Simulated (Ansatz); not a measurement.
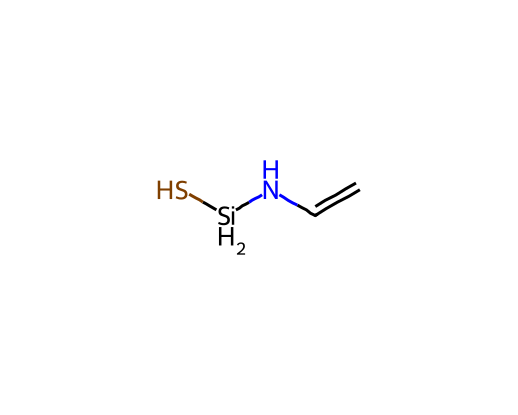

The picture comes from a calculation with Ansatz.

Skeletal drawing of a molecule.

**Transcribe the drawing into SMILES.**

C=CN[SiH2]S

**Give the formula, hydrogens included.**

C2H7NSSi.

**An optimisation with PBE-D4/def2-SVP gave a structure of which point group?**

C1. Other conformers may differ.
